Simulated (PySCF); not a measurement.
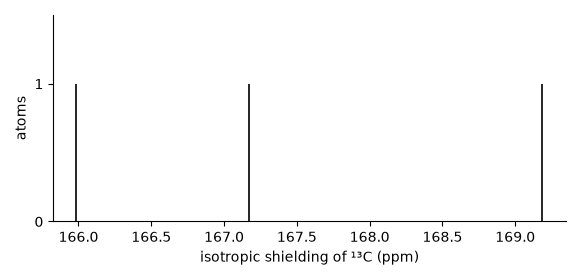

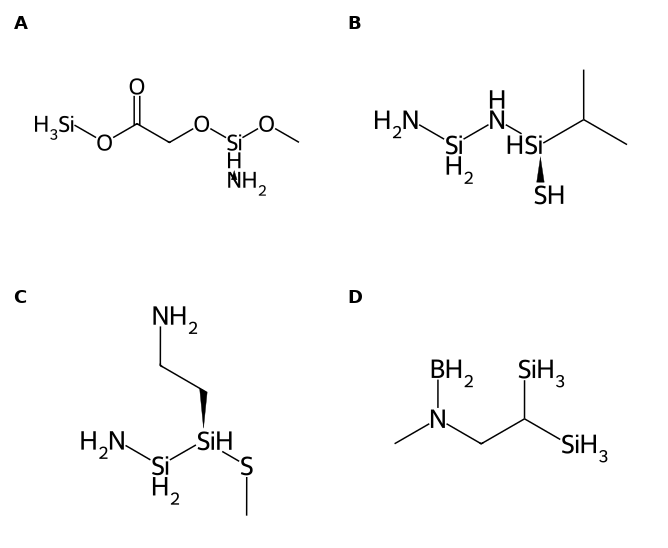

The sticks are computed shieldings of one of the molecules, for one fixed geometry (GFN2-xTB) without averaging over rotations. Low shielding means a high chemical shift. Method: GIAO PBE0/pcSseg-1 NMR shielding, non-relativistic, gas phase (PySCF 2.14.0).

### Match the spectrum to a structure.

B, `CC(C)[Si@@H](S)N[SiH2]N`. Its 3 C atoms give lines at 166.0, 167.2, 169.2 ppm.

The geometry is semi-empirical. Around B, Si such bond lengths and angles can be off by a tenth of an ångström or more and by several degrees, and values that hang on the shape move with them.
